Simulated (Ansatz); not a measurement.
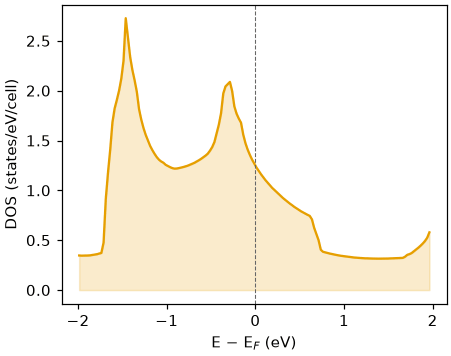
Figure: Density of states of Ta (Im-3m) near the Fermi level, PBEsol, rigid bands (Ansatz, a first-principles code).

Task: With 1 atom a cell, what bare Sommerfeld coefficient γ = (π²/3) k_B² N(E_F) follows?

Result: N(E_F) ≈ 1.26 states/eV a cell at 300 K, so γ ≈ 3.0 mJ/(mol of atoms·K²), before many-body enhancement (phonons, spin fluctuations, correlation).

Task: How far does the Fermi level move in a rigid band for 0.1 electron a cell added or removed?

Result: 84 meV and -76 meV.

A metal at this level (no band gap); rigid bands, thermally averaged at 300 K, both spins. Spin-orbit coupling is left out, which matters with elements this heavy. Geometry: cell and atoms relaxed with PBEsol.
